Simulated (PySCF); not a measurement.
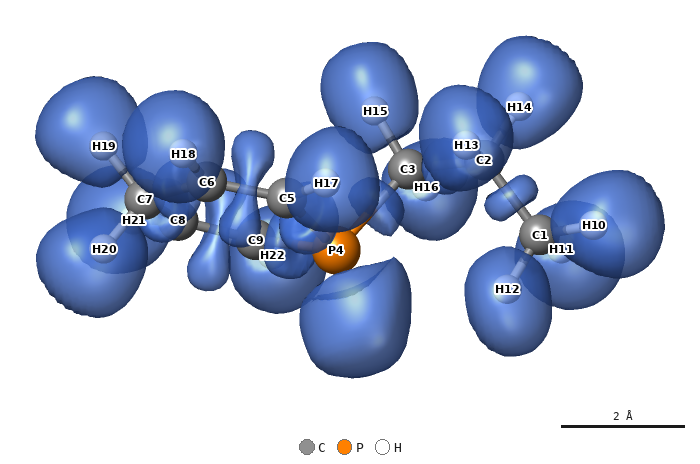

*C₈H₁₃P. Isosurface of the electron localisation function at 0.8 (blue), seen from one side. Only the valence region is drawn (cores and ρ < 0.01 e/Å³ removed).*

Geometry: PBE0-D3(BJ)/def2-SVP.

Method: CAM-B3LYP/def2-SVPD, SCF density, gas phase (PySCF).

```xyz
22

C    -3.3216    0.3344    1.1363
C    -2.5975   -0.0317   -0.1505
C    -1.3373    0.7891   -0.4115
P     0.0113    0.5198    0.8589
C     0.6881   -1.0749    0.3102
C     1.9484   -1.2733   -0.0964
C     3.0017   -0.2188   -0.2473
C     2.5163    1.1978   -0.2090
C     1.3028    1.6028    0.1857
H    -4.2220   -0.2819    1.2794
H    -3.6367    1.3904    1.1261
H    -2.6732    0.1964    2.0155
H    -2.3436   -1.1064   -0.1436
H    -3.2800    0.0991   -1.0079
H    -0.9253    0.5796   -1.4114
H    -1.5770    1.8668   -0.3768
H     0.0184   -1.9382    0.3913
H     2.2654   -2.2939   -0.3425
H     3.5476   -0.3879   -1.1940
H     3.7780   -0.3615    0.5320
H     3.2409    1.9536   -0.5345
H     1.0728    2.6742    0.1765
```

### Identify the bonds, lone pairs and shells in this picture.

At this value the surface marks out six regions between bonded C–C atoms (shared pairs), three regions between bonded C–P atoms (shared pairs), 13 regions around hydrogen nuclei and one lobe on P, pointing away from the bonds (lone pairs).

Values along the shortest contacts:
C–C (1.34 Å): the ELF peaks at about 0.95 between the atoms (a short, multiple covalent bond). C–P (1.81 Å): the ELF peaks at about 0.95 between the atoms (localised, covalent bonding).
